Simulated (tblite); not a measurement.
**Geometry relaxation of C$_{3}$H$_{5}$F$_{3}$GeO$_{2}$ (part 2 of 2)**

C$_{3}$H$_{5}$F$_{3}$GeO$_{2}$; GFN2-xTB geometry optimisation, gas phase (tblite 0.8.0). It belongs to a series of runs on one base structure; here: Ge replaced by C.

Geometry of the input (Å):
```
F  3.2716  -0.7330  -0.8754
Ge 1.9753  0.0921  0.0094
F  2.4264  0.1073  1.7080
F  1.9894  1.7517  -0.5995
C  0.3198  -0.8345  -0.3410
O  -0.4258  -0.0418  -1.2304
C  -1.2068  0.7261  -0.3809
C  -1.5928  -0.2923  0.6648
O  -0.4436  -1.0842  0.7664
H  0.5831  -1.7468  -0.9261
H  -0.6139  1.5250  0.1034
H  -2.0868  1.1749  -0.8943
H  -1.7173  0.2232  1.6340
H  -2.4793  -0.8681  0.3395
```

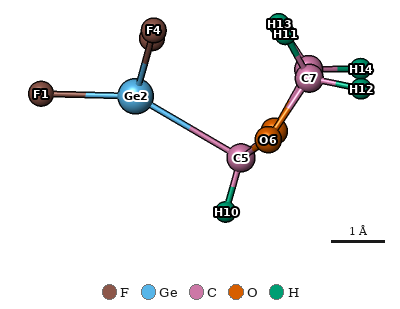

The geometry at step 86 of the log (ball-and-stick view, seen on its broad side; atoms are numbered from 1 in the order of the input).

### Trajectory as extended XYZ, continued
```
14
Properties=species:S:1:pos:R:3:forces:R:3 step=55 energy=-907.87682
F     3.6287   -0.4622   -0.4674   -0.0180   0.0300   0.0550
Ge    1.9832   -0.1177    0.1776    0.0000  -0.0050  -0.0180
F     2.3603    0.2549    1.9114   -0.0100  -0.0370  -0.0340
F     1.7857    1.6002   -0.3419    0.0110  -0.0220   0.0140
C     0.0542   -1.0147   -0.6776    0.0120   0.0330  -0.0210
O    -0.4367    0.0149   -1.3631   -0.0660   0.0080  -0.0020
C    -1.2882    0.7410   -0.4750   -0.0100   0.0190   0.0490
C    -1.4062   -0.1843    0.7488    0.0380  -0.1100  -0.0070
O    -0.7437   -1.3762    0.3262    0.0510   0.0070   0.0210
H     0.4220   -1.8308   -1.2858    0.0020  -0.0200  -0.0140
H    -0.8229    1.6933   -0.2158    0.0470   0.0500  -0.0650
H    -2.2346    0.9140   -0.9902   -0.0140  -0.0100  -0.0220
H    -0.8733    0.2184    1.6171   -0.0460   0.0350   0.0130
H    -2.4291   -0.4512    1.0136    0.0040   0.0230   0.0310
14
Properties=species:S:1:pos:R:3:forces:R:3 step=58 energy=-907.88284
F     3.6576   -0.4152   -0.4499   -0.0020   0.0200   0.0650
Ge    1.9846   -0.1076    0.1390   -0.0280   0.0080  -0.0170
F     2.2558    0.1888    1.9094    0.0040  -0.0290  -0.0460
F     1.8208    1.6336   -0.3249   -0.0140  -0.0680   0.0190
C     0.0460   -1.0230   -0.6869    0.0210   0.0050  -0.0040
O    -0.4628   -0.0027   -1.3764   -0.0360  -0.0480  -0.0130
C    -1.2892    0.7404   -0.4757   -0.0030  -0.0370  -0.0200
C    -1.3870   -0.1815    0.7564    0.0190   0.0640   0.0180
O    -0.7286   -1.3754    0.3371    0.0190   0.0900   0.0220
H     0.4004   -1.8601   -1.2746    0.0140   0.0550  -0.0960
H    -0.8074    1.6968   -0.2454   -0.0340  -0.0890  -0.0330
H    -2.2472    0.9106   -0.9749    0.0480   0.0040   0.0190
H    -0.8356    0.2371    1.6052   -0.0830   0.0000   0.0570
H    -2.4083   -0.4423    1.0394    0.0740   0.0270   0.0300
14
Properties=species:S:1:pos:R:3:forces:R:3 step=62 energy=-907.90085
F     3.7016   -0.2980   -0.3500    0.0720  -0.0290   0.0440
Ge    1.9707   -0.0957    0.0512    0.0200  -0.0570   0.0160
F     2.0137    0.0088    1.8615    0.0030  -0.0030  -0.0800
F     1.8650    1.6624   -0.2791   -0.0600   0.0710   0.0050
C     0.0460   -1.0298   -0.7169   -0.1260  -0.0590   0.0180
O    -0.5380   -0.0551   -1.4192    0.0750  -0.0670   0.0680
C    -1.2905    0.7276   -0.4861    0.0120  -0.0620  -0.0980
C    -1.3232   -0.1512    0.7787   -0.0140   0.1410   0.0320
O    -0.6604   -1.3444    0.3720    0.0350  -0.0600  -0.0080
H     0.3691   -1.8907   -1.2957   -0.0480   0.1350   0.0040
H    -0.7797    1.6830   -0.3335   -0.0510  -0.0470   0.0480
H    -2.2765    0.8855   -0.9237   -0.0300   0.0730  -0.0270
H    -0.7678    0.3017    1.6039    0.0550   0.0400   0.0400
H    -2.3308   -0.4046    1.1148    0.0560  -0.0760  -0.0610
14
Properties=species:S:1:pos:R:3:forces:R:3 step=65 energy=-907.90753
F     3.7375   -0.2669   -0.3001    0.0230  -0.0160   0.0390
Ge    1.9782   -0.0815    0.0075    0.0650  -0.0300   0.0360
F     1.9376   -0.0773    1.8253    0.0020   0.0370  -0.0940
F     1.8797    1.7022   -0.2703   -0.0570  -0.0100   0.0350
C     0.0349   -1.0366   -0.7182   -0.0590  -0.0050   0.0170
O    -0.5661   -0.0853   -1.4303   -0.0510   0.0290   0.0920
C    -1.2949    0.7150   -0.4982   -0.0500   0.0770   0.1000
C    -1.3115   -0.1330    0.7892    0.0600  -0.1100  -0.0240
O    -0.6322   -1.3314    0.3967    0.0120   0.0680  -0.0120
H     0.3609   -1.8874   -1.2993   -0.0080  -0.0870   0.0080
H    -0.7699    1.6618   -0.3528   -0.0030   0.0430  -0.0170
H    -2.2880    0.8933   -0.9132    0.0080   0.0070  -0.0410
H    -0.7543    0.3338    1.6094   -0.0240   0.0170  -0.0780
H    -2.3126   -0.4071    1.1322    0.0830  -0.0200  -0.0590
14
Properties=species:S:1:pos:R:3:forces:R:3 step=68 energy=-907.91296
F     3.7473   -0.2548   -0.2763    0.0480  -0.0210   0.0420
Ge    1.9814   -0.0973    0.0066    0.0390   0.0280  -0.0810
F     1.9137   -0.0784    1.8114    0.0080   0.0190   0.0190
F     1.8629    1.6934   -0.2541   -0.0620  -0.0470   0.0250
C     0.0254   -1.0432   -0.7263    0.0290   0.0200  -0.0210
O    -0.5694   -0.0809   -1.4264    0.0010   0.0020  -0.0360
C    -1.2991    0.7194   -0.4932    0.0030   0.0010  -0.0270
C    -1.2942   -0.1337    0.7911   -0.0570   0.0860   0.0080
O    -0.6318   -1.3342    0.3920    0.0310   0.0290   0.0340
H     0.3528   -1.8942   -1.3095   -0.0600  -0.0210   0.0190
H    -0.7787    1.6721   -0.3634   -0.0270  -0.0040   0.0270
H    -2.2929    0.8876   -0.9163    0.0370  -0.0090   0.0480
H    -0.7274    0.3463    1.5976   -0.0120  -0.0610  -0.0580
H    -2.2907   -0.4024    1.1449    0.0210  -0.0220   0.0000
14
Properties=species:S:1:pos:R:3:forces:R:3 step=72 energy=-907.92211
F     3.8047   -0.2138   -0.1477    0.0270   0.0260   0.0180
Ge    2.0054   -0.1202   -0.0384    0.0110  -0.0360  -0.0520
F     1.8022   -0.1539    1.7614    0.0180   0.0030   0.0160
F     1.7789    1.6776   -0.2098   -0.0220   0.0020  -0.0100
C     0.0033   -1.0534   -0.7571    0.0330   0.0450  -0.0060
O    -0.5963   -0.0891   -1.4420    0.0650   0.0360  -0.0520
C    -1.3093    0.7196   -0.5009    0.0310  -0.0230  -0.0230
C    -1.2432   -0.1029    0.7965    0.0150  -0.0720  -0.0070
O    -0.5969   -1.3157    0.3937   -0.0170   0.0280  -0.0190
H     0.3218   -1.9055   -1.3431   -0.0830  -0.0210   0.0570
H    -0.8063    1.6839   -0.4049    0.0010   0.0140  -0.0080
H    -2.3195    0.8574   -0.8903   -0.0180   0.0060   0.0080
H    -0.6280    0.3854    1.5568   -0.0360  -0.0060   0.0360
H    -2.2174   -0.3698    1.2034   -0.0240  -0.0020   0.0420
14
Properties=species:S:1:pos:R:3:forces:R:3 step=75 energy=-907.92488
F     3.8170   -0.2197   -0.1316    0.0250   0.0370  -0.0080
Ge    2.0160   -0.1268   -0.0459   -0.0060  -0.0370   0.0180
F     1.8271   -0.1396    1.7561   -0.0100  -0.0230  -0.0080
F     1.7577    1.6676   -0.2066   -0.0070   0.0140  -0.0370
C     0.0034   -1.0473   -0.7614    0.0220  -0.0240   0.0110
O    -0.5885   -0.0788   -1.4455    0.0320   0.0280   0.0370
C    -1.3090    0.7219   -0.5020   -0.0020   0.0060   0.0090
C    -1.2469   -0.1061    0.7948    0.0090   0.0150  -0.0230
O    -0.5969   -1.3117    0.3882   -0.0080  -0.0140   0.0020
H     0.3062   -1.9105   -1.3367   -0.0140  -0.0180  -0.0310
H    -0.8125    1.6897   -0.4022    0.0040  -0.0120   0.0060
H    -2.3194    0.8579   -0.8911   -0.0220  -0.0030  -0.0140
H    -0.6348    0.3812    1.5578   -0.0190   0.0100   0.0450
H    -2.2202   -0.3783    1.2039   -0.0040   0.0200  -0.0050
14
Properties=species:S:1:pos:R:3:forces:R:3 step=79 energy=-907.92655
F     3.8260   -0.2049   -0.1193    0.0100   0.0330   0.0000
Ge    2.0207   -0.1364   -0.0484    0.0180   0.0250  -0.0100
F     1.8098   -0.1557    1.7502    0.0000  -0.0180   0.0100
F     1.7431    1.6644   -0.2128   -0.0030  -0.0580  -0.0260
C     0.0055   -1.0497   -0.7630   -0.0410  -0.0010  -0.0040
O    -0.5782   -0.0724   -1.4423   -0.0010  -0.0190  -0.0080
C    -1.3090    0.7227   -0.5020    0.0180   0.0070   0.0060
C    -1.2401   -0.1014    0.7954   -0.0160  -0.0070   0.0390
O    -0.5936   -1.3095    0.3879    0.0010  -0.0030   0.0130
H     0.2949   -1.9153   -1.3446    0.0000   0.0240   0.0110
H    -0.8152    1.6908   -0.4058   -0.0050   0.0430   0.0210
H    -2.3220    0.8528   -0.8919    0.0440  -0.0240   0.0020
H    -0.6316    0.3858    1.5634    0.0050  -0.0040  -0.0270
H    -2.2109   -0.3716    1.2110   -0.0290   0.0000  -0.0250
14
Properties=species:S:1:pos:R:3:forces:R:3 step=82 energy=-907.92868
F     3.8459   -0.1756   -0.1011    0.0210   0.0400   0.0060
Ge    2.0372   -0.1501   -0.0539   -0.0200  -0.0610  -0.0300
F     1.7959   -0.1682    1.7436    0.0080  -0.0110   0.0270
F     1.7165    1.6406   -0.2245   -0.0030  -0.0160  -0.0250
C    -0.0012   -1.0551   -0.7660    0.0060   0.0210   0.0220
O    -0.5589   -0.0593   -1.4371   -0.0710  -0.0250   0.0080
C    -1.3049    0.7268   -0.4998    0.0400  -0.0030   0.0190
C    -1.2364   -0.0966    0.7974    0.0140  -0.0260  -0.0150
O    -0.5947   -1.3080    0.3878   -0.0330   0.0110  -0.0170
H     0.2737   -1.9222   -1.3526    0.0260   0.0400   0.0270
H    -0.8240    1.7014   -0.3990   -0.0260   0.0210  -0.0030
H    -2.3188    0.8371   -0.8922    0.0320   0.0180  -0.0250
H    -0.6225    0.3871    1.5605    0.0320   0.0150   0.0230
H    -2.2085   -0.3583    1.2146   -0.0240  -0.0220  -0.0160
14
Properties=species:S:1:pos:R:3:forces:R:3 step=86 energy=-907.93136
F     3.8596   -0.1427   -0.0936   -0.0140   0.0220   0.0010
Ge    2.0474   -0.1711   -0.0583    0.0190  -0.0150   0.0010
F     1.8023   -0.1835    1.7425    0.0000  -0.0010   0.0060
F     1.6981    1.6138   -0.2544   -0.0060  -0.0260  -0.0100
C    -0.0027   -1.0536   -0.7607   -0.0050  -0.0010  -0.0050
O    -0.5502   -0.0519   -1.4281    0.0160   0.0140  -0.0120
C    -1.2965    0.7331   -0.4931   -0.0420  -0.0010  -0.0170
C    -1.2391   -0.0949    0.8014   -0.0170   0.0090   0.0060
O    -0.5979   -1.3054    0.3912    0.0120  -0.0020   0.0030
H     0.2656   -1.9171   -1.3531    0.0360  -0.0130   0.0190
H    -0.8290    1.7144   -0.3918    0.0160  -0.0250   0.0060
H    -2.3055    0.8328   -0.8986   -0.0300   0.0580   0.0040
H    -0.6334    0.3863    1.5751   -0.0030  -0.0250  -0.0180
H    -2.2195   -0.3606    1.1994    0.0180   0.0070   0.0160
14
Properties=species:S:1:pos:R:3:forces:R:3 step=89 energy=-907.93264
F     3.8636   -0.1250   -0.0867   -0.0120   0.0100  -0.0020
Ge    2.0523   -0.1872   -0.0576    0.0240   0.0520   0.0290
F     1.8047   -0.1868    1.7463   -0.0030  -0.0080  -0.0140
F     1.6840    1.5953   -0.2660   -0.0040  -0.0390  -0.0070
C    -0.0044   -1.0533   -0.7618   -0.0300  -0.0040  -0.0080
O    -0.5459   -0.0469   -1.4274    0.0090  -0.0180   0.0130
C    -1.2993    0.7349   -0.4940    0.0180   0.0020   0.0050
C    -1.2391   -0.0926    0.8002   -0.0130  -0.0290   0.0140
O    -0.6014   -1.3056    0.3891    0.0030   0.0120  -0.0310
H     0.2717   -1.9155   -1.3533   -0.0080   0.0040   0.0180
H    -0.8322    1.7154   -0.3884    0.0230   0.0000  -0.0060
H    -2.3084    0.8381   -0.8992   -0.0100   0.0220  -0.0040
H    -0.6279    0.3813    1.5737    0.0010   0.0100  -0.0250
H    -2.2185   -0.3526    1.2029    0.0010  -0.0150   0.0160
14
Properties=species:S:1:pos:R:3:forces:R:3 step=92 energy=-907.93331
F     3.8724   -0.1013   -0.0751    0.0020   0.0080   0.0020
Ge    2.0629   -0.1928   -0.0640   -0.0090  -0.0010   0.0140
F     1.7919   -0.2013    1.7386    0.0030   0.0000  -0.0020
F     1.6792    1.5824   -0.2722   -0.0140   0.0110  -0.0060
C    -0.0100   -1.0555   -0.7631    0.0100  -0.0020   0.0070
O    -0.5459   -0.0466   -1.4262   -0.0160  -0.0040   0.0000
C    -1.2994    0.7364   -0.4930    0.0080   0.0020   0.0000
C    -1.2395   -0.0919    0.8020    0.0070   0.0050  -0.0160
O    -0.5994   -1.3033    0.3906   -0.0140  -0.0060  -0.0100
H     0.2681   -1.9187   -1.3508   -0.0130  -0.0020  -0.0030
H    -0.8298    1.7161   -0.3886    0.0220  -0.0100   0.0030
H    -2.3084    0.8447   -0.8997    0.0120   0.0010   0.0090
H    -0.6257    0.3847    1.5713   -0.0020   0.0060  -0.0030
H    -2.2171   -0.3535    1.2080    0.0030  -0.0080   0.0040
14
Properties=species:S:1:pos:R:3:forces:R:3 step=96 energy=-907.93365
F     3.8733   -0.0941   -0.0718   -0.0130   0.0060   0.0050
Ge    2.0626   -0.1929   -0.0608   -0.0110   0.0010  -0.0190
F     1.7895   -0.2067    1.7402    0.0050   0.0080   0.0100
F     1.6723    1.5821   -0.2770   -0.0090   0.0030   0.0050
C    -0.0104   -1.0558   -0.7636   -0.0160  -0.0090  -0.0120
O    -0.5496   -0.0491   -1.4276    0.0150  -0.0020  -0.0120
C    -1.2978    0.7373   -0.4935    0.0080  -0.0060   0.0040
C    -1.2383   -0.0913    0.8007   -0.0060  -0.0080   0.0240
O    -0.6016   -1.3040    0.3888    0.0090  -0.0050   0.0180
H     0.2663   -1.9195   -1.3509    0.0000  -0.0060  -0.0090
H    -0.8218    1.7139   -0.3904    0.0100  -0.0020   0.0050
H    -2.3072    0.8490   -0.8970    0.0050   0.0110  -0.0020
H    -0.6238    0.3851    1.5697    0.0050   0.0000  -0.0060
H    -2.2140   -0.3545    1.2109   -0.0020   0.0090  -0.0110
14
Properties=species:S:1:pos:R:3:forces:R:3 step=99 energy=-907.93398
F     3.8705   -0.0848   -0.0705   -0.0210   0.0020   0.0040
Ge    2.0594   -0.1967   -0.0560    0.0070   0.0030  -0.0140
F     1.7920   -0.2010    1.7476    0.0000   0.0040  -0.0010
F     1.6603    1.5761   -0.2799   -0.0070   0.0040   0.0060
C    -0.0152   -1.0593   -0.7658    0.0000  -0.0160  -0.0020
O    -0.5476   -0.0493   -1.4288   -0.0060  -0.0080   0.0200
C    -1.2943    0.7375   -0.4935    0.0070   0.0020   0.0060
C    -1.2366   -0.0923    0.8004    0.0130   0.0030  -0.0110
O    -0.6075   -1.3082    0.3864    0.0160   0.0050  -0.0230
H     0.2627   -1.9207   -1.3555    0.0020  -0.0170  -0.0010
H    -0.8144    1.7122   -0.3891    0.0010  -0.0020   0.0040
H    -2.3033    0.8534   -0.8963    0.0010   0.0090  -0.0070
H    -0.6155    0.3821    1.5642    0.0110   0.0040   0.0240
H    -2.2112   -0.3496    1.2146   -0.0230   0.0060  -0.0050
14
Properties=species:S:1:pos:R:3:forces:R:3 step=103 energy=-907.93446
F     3.8670   -0.0629   -0.0585    0.0070   0.0000  -0.0060
Ge    2.0609   -0.1979   -0.0644   -0.0020   0.0030   0.0100
F     1.7895   -0.2094    1.7417   -0.0090   0.0040  -0.0220
F     1.6497    1.5747   -0.2844   -0.0090   0.0020   0.0040
C    -0.0202   -1.0656   -0.7680    0.0050   0.0040   0.0040
O    -0.5533   -0.0562   -1.4294   -0.0040  -0.0070  -0.0120
C    -1.2883    0.7385   -0.4915    0.0020   0.0010  -0.0100
C    -1.2349   -0.0919    0.8018    0.0030   0.0010  -0.0010
O    -0.6017   -1.3069    0.3899   -0.0040  -0.0100   0.0050
H     0.2549   -1.9291   -1.3566    0.0030  -0.0010   0.0120
H    -0.7957    1.7068   -0.3890   -0.0010   0.0090   0.0070
H    -2.2968    0.8670   -0.8921    0.0060   0.0050   0.0000
H    -0.6192    0.3849    1.5694   -0.0010  -0.0220   0.0100
H    -2.2127   -0.3524    1.2089    0.0020   0.0130  -0.0020
14
Properties=species:S:1:pos:R:3:forces:R:3 step=106 energy=-907.93469
F     3.8654   -0.0538   -0.0585    0.0110  -0.0030  -0.0040
Ge    2.0605   -0.1970   -0.0663   -0.0110   0.0080  -0.0060
F     1.7846   -0.2108    1.7377   -0.0060   0.0040  -0.0090
F     1.6457    1.5758   -0.2851   -0.0060  -0.0050   0.0050
C    -0.0210   -1.0683   -0.7677   -0.0110   0.0010  -0.0040
O    -0.5563   -0.0609   -1.4309    0.0140   0.0020  -0.0030
C    -1.2845    0.7389   -0.4921    0.0110  -0.0030   0.0140
C    -1.2337   -0.0919    0.8012   -0.0110  -0.0100   0.0210
O    -0.6011   -1.3078    0.3909   -0.0070   0.0010   0.0080
H     0.2525   -1.9345   -1.3533    0.0100   0.0060   0.0030
H    -0.7873    1.7048   -0.3865    0.0060   0.0000  -0.0130
H    -2.2927    0.8743   -0.8904    0.0010   0.0020  -0.0040
H    -0.6197    0.3810    1.5727   -0.0010  -0.0070  -0.0050
H    -2.2131   -0.3501    1.2059    0.0000   0.0040  -0.0010
14
Properties=species:S:1:pos:R:3:forces:R:3 step=110 energy=-907.93487
F     3.8644   -0.0509   -0.0633    0.0020  -0.0020  -0.0020
Ge    2.0580   -0.1947   -0.0680    0.0070  -0.0080  -0.0070
F     1.7824   -0.2074    1.7351   -0.0050   0.0040   0.0020
F     1.6419    1.5770   -0.2851   -0.0050   0.0020   0.0020
C    -0.0224   -1.0708   -0.7663    0.0060  -0.0010   0.0060
O    -0.5545   -0.0625   -1.4300   -0.0060   0.0040   0.0080
C    -1.2805    0.7390   -0.4904   -0.0060   0.0050  -0.0060
C    -1.2353   -0.0939    0.8024    0.0030   0.0080  -0.0130
O    -0.6035   -1.3100    0.3920   -0.0040  -0.0020  -0.0080
H     0.2532   -1.9368   -1.3507    0.0060   0.0020  -0.0010
H    -0.7801    1.7033   -0.3848    0.0100  -0.0050  -0.0020
H    -2.2868    0.8803   -0.8920    0.0000  -0.0070   0.0090
H    -0.6211    0.3761    1.5749   -0.0030   0.0030   0.0080
H    -2.2164   -0.3493    1.2038   -0.0060  -0.0020   0.0030
14
Properties=species:S:1:pos:R:3:forces:R:3 step=113 energy=-907.93493
F     3.8647   -0.0501   -0.0638    0.0010  -0.0010  -0.0030
Ge    2.0582   -0.1940   -0.0704    0.0070  -0.0030   0.0020
F     1.7814   -0.2080    1.7327   -0.0040   0.0040   0.0020
F     1.6402    1.5782   -0.2855   -0.0010  -0.0010   0.0010
C    -0.0220   -1.0709   -0.7654   -0.0030   0.0000  -0.0010
O    -0.5555   -0.0634   -1.4295    0.0010  -0.0040  -0.0050
C    -1.2796    0.7394   -0.4900    0.0040  -0.0010  -0.0020
C    -1.2363   -0.0938    0.8023    0.0000  -0.0030   0.0020
O    -0.6033   -1.3097    0.3926    0.0020  -0.0030   0.0020
H     0.2550   -1.9372   -1.3488    0.0000   0.0040  -0.0030
H    -0.7754    1.7017   -0.3850    0.0000   0.0020   0.0020
H    -2.2858    0.8822   -0.8904   -0.0020   0.0010   0.0020
H    -0.6241    0.3753    1.5772   -0.0020   0.0040   0.0010
H    -2.2182   -0.3502    1.2018   -0.0010   0.0000   0.0000
```

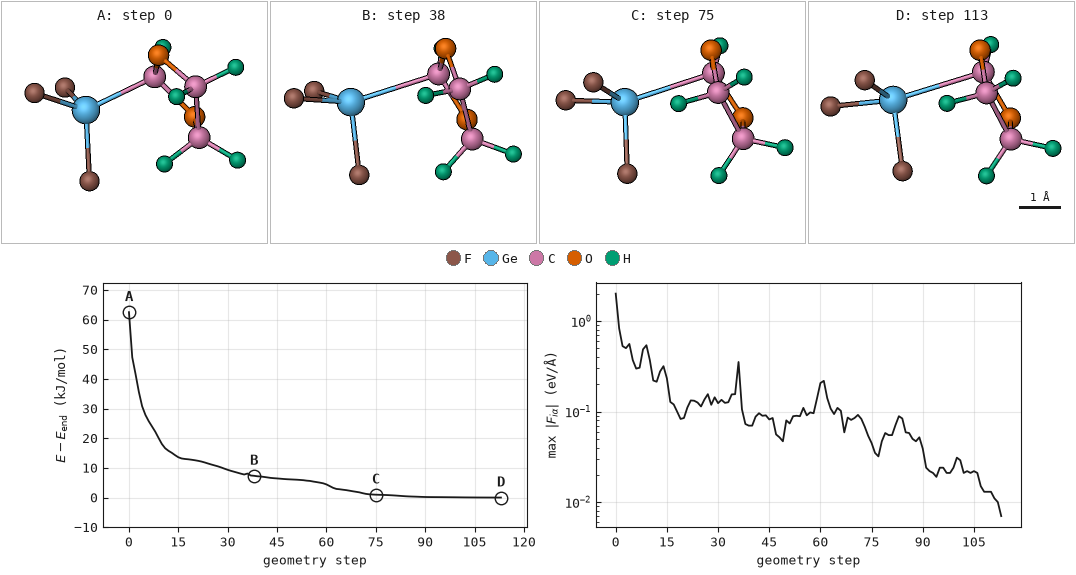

Frames of the relaxation (ball-and-stick view, seen at a tilt) above the curves, on which the letters mark them (steps are counted from 0).

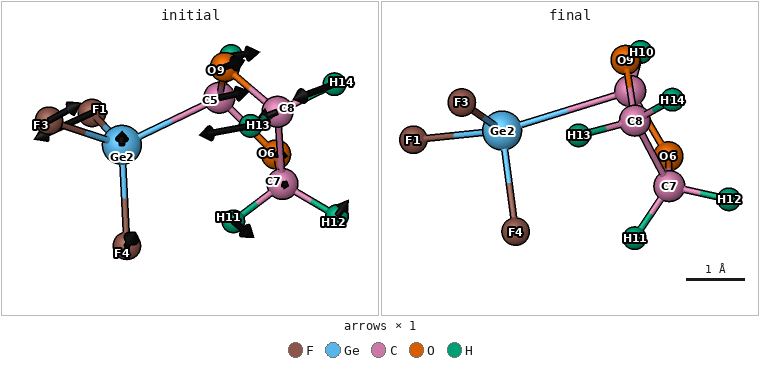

Before (left) and after (right) the relaxation, at one scale (ball-and-stick view, seen at a tilt). The black arrows give the displacements, at true length. After 113 geometry steps the energy has fallen by 62.5 kJ/mol. The largest force component goes from 2 to 0.007 eV/Å. The largest move after the best rigid fit is that of F1, 1.23 Å. By element the largest moves are F 1.23 Å, H 1.10 Å, C 0.59 Å, O 0.47 Å, Ge 0.30 Å. Among the contacts that change: Ge2–C5 1.929 → 2.362 Å, C5–O6 1.405 → 1.319 Å, Ge2–F3 1.758 → 1.824 Å, Ge2–F4 1.768 → 1.833 Å. Among the angles that change: F1–Ge2–C5 108.3° → 155.3°, F4–Ge2–C5 113.3° → 97.1°, F3–Ge2–C5 113.6° → 98.9°. (Atoms are counted from 1 in the order of the input.)
